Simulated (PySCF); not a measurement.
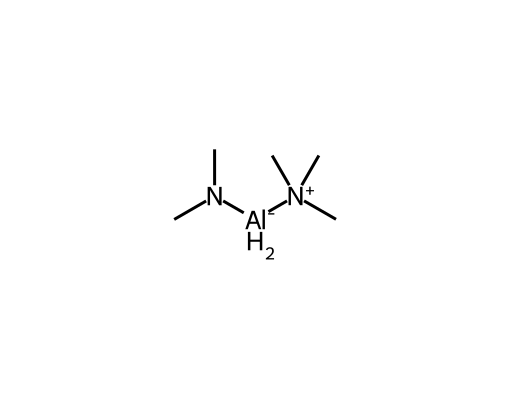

2D structure.

> Write the SMILES.

C[N](C)[AlH2-][N+](C)(C)C

> What is the molecular formula?

C5H17AlN2.

The parts below concern this one geometry. Atoms keep their numbers from picture to picture. The geometry was computed by an optimisation with PBE0-D3(BJ)/def2-SVP. No frequency run is at hand to confirm it as a minimum.

Geometry

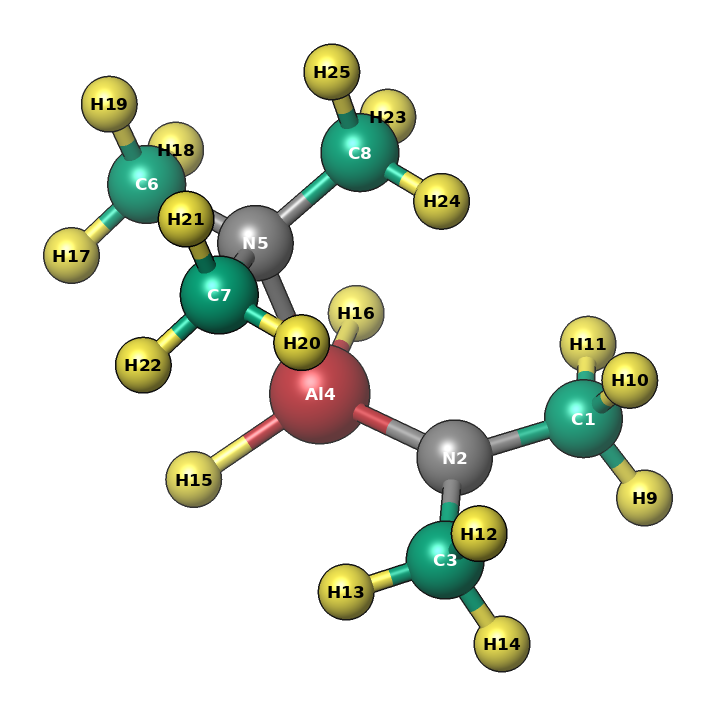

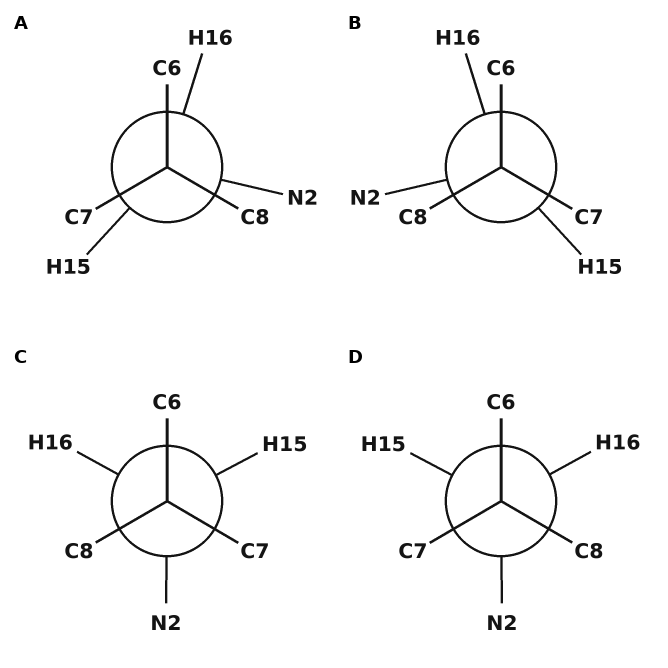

Distant atoms are faded towards the background colour. Bonds that would overlap in a projection are set slightly apart. No frequency run is at hand to confirm it as a minimum.

> Which Newman projection shows the view along N5–Al4, with N5 in front?

D. The torsion angle C6–N5–Al4–N2 is 180°, antiperiplanar (anti).

Electronic properties

No frequency run is at hand to confirm it as a minimum. Properties computed with KT2/pcSseg-1, gas phase (PySCF 2.14.0).

> Estimate the dipole moment.

4.67 D.

> What is the HOMO energy (Kohn–Sham orbital)?

−4.28 eV.

> Give the LUMO energy (Kohn–Sham orbital) at this level.

−0.15 eV.

NMR shielding

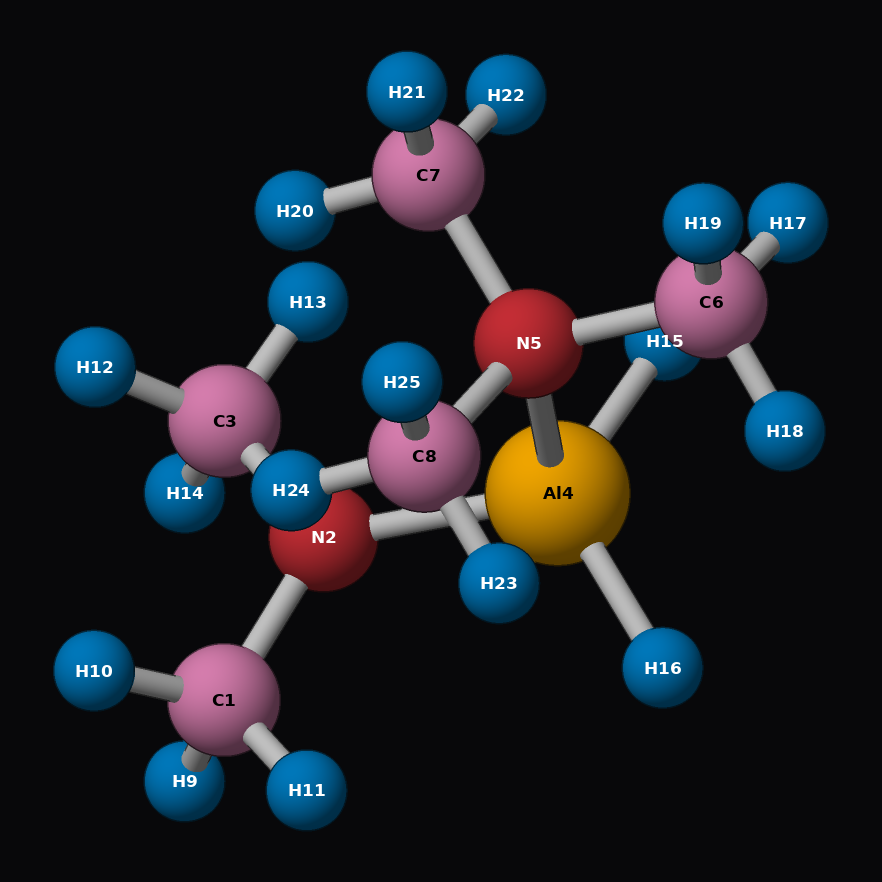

No frequency run is at hand to confirm it as a minimum. Level of theory: GIAO KT2/pcSseg-1 NMR shielding, non-relativistic, gas phase (PySCF 2.14.0). Principal shieldings σ11 ≤ σ22 ≤ σ33, span Ω = σ33 − σ11, skew κ = 3(σiso − σ22)/Ω.

Give the shielding tensors of the Al atoms.

| atom | σ11 | σ22 | σ33 | σiso | Ω | κ |
| --- | --- | --- | --- | --- | --- | --- |
| Al4 | 383.7 | 434.3 | 446.7 | 421.6 | 63.0 | −0.61 |

Shieldings and span in ppm.

Quadrupole coupling

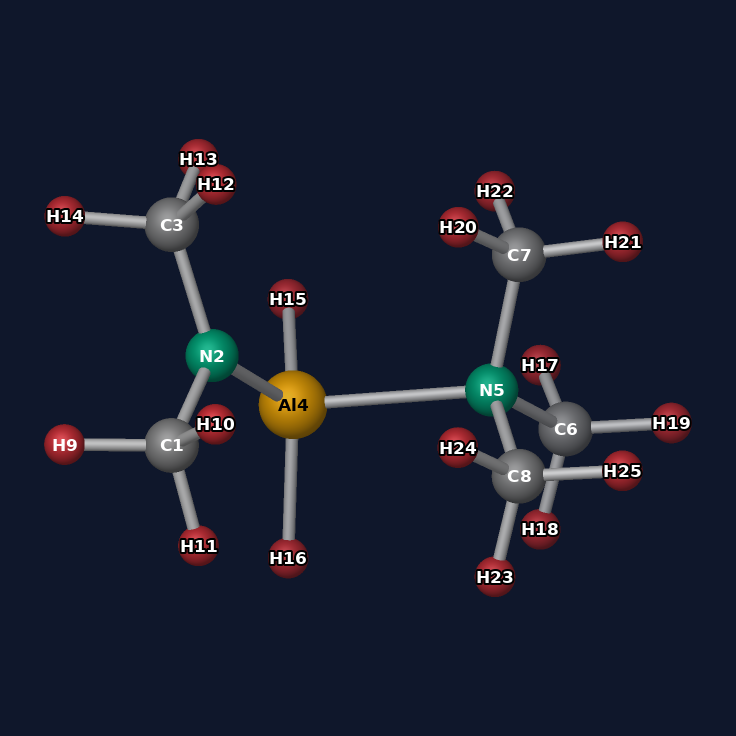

No frequency run is at hand to confirm it as a minimum. Electric field gradients from the ground-state density, PBE0/pcSseg-1 (PySCF 2.14.0), non-relativistic apart from any core potentials.

Give the largest field-gradient component, the quadrupole coupling constant and the asymmetry for 14N at N2 (Q = 20.44 mb), 27Al at Al4 (Q = 146.6 mb), 14N at N5 (Q = 20.44 mb), 2H at H9 (Q = 2.86 mb), 2H at H10 (Q = 2.86 mb), 2H at H11 (Q = 2.86 mb), 2H at H12 (Q = 2.86 mb).

| atom | V_zz (a.u.) | e²qQ/h (MHz) | η |
| --- | --- | --- | --- |
| N2 | −1.018 | −4.89 | 0.65 |
| Al4 | 0.659 | 22.7 | 0.24 |
| N5 | −0.875 | −4.20 | 0.01 |
| H9 | 0.272 | 0.183 | 0.05 |
| H10 | 0.271 | 0.182 | 0.05 |
| H11 | 0.286 | 0.192 | 0.06 |
| H12 | 0.270 | 0.181 | 0.05 |

Polarisability

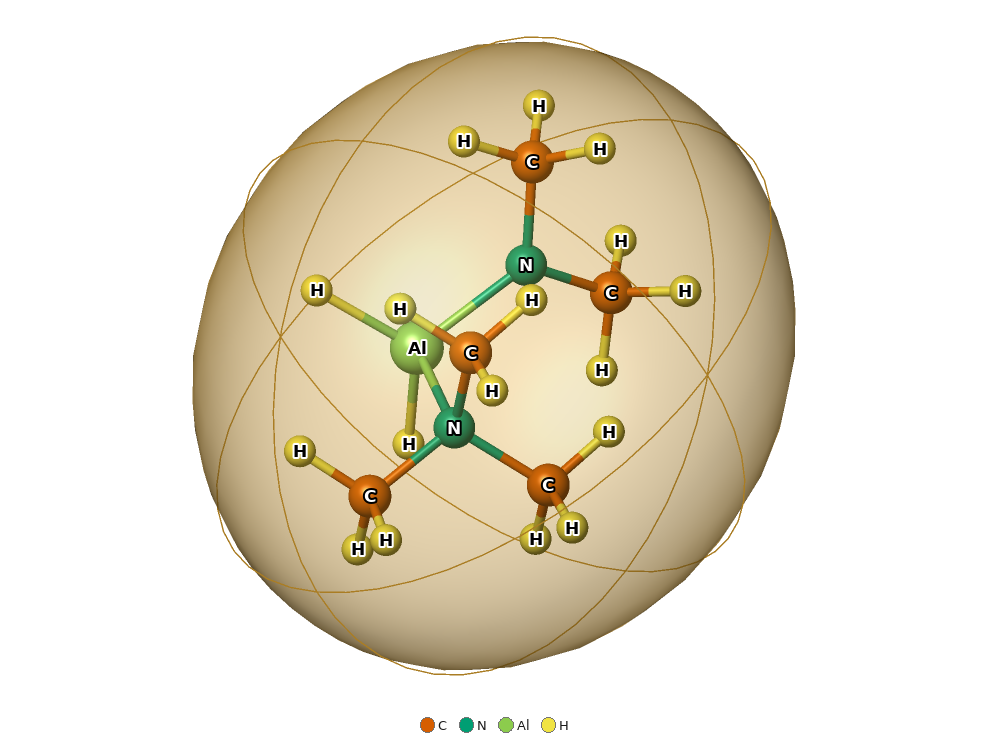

The ellipsoid shows the static dipole polarisability: its half-axes are proportional to the principal values. No frequency run is at hand to confirm it as a minimum. Method: B3LYP/def2-SVPD (PySCF 2.14.0).

> How large and how anisotropic is the polarisability?

Principal values 104.6, 107.7, 121.8 bohr³; mean 111.4 bohr³ (16.50 Å³); anisotropy 15.9 bohr³, so the longest axis is 1.16 times the shortest.
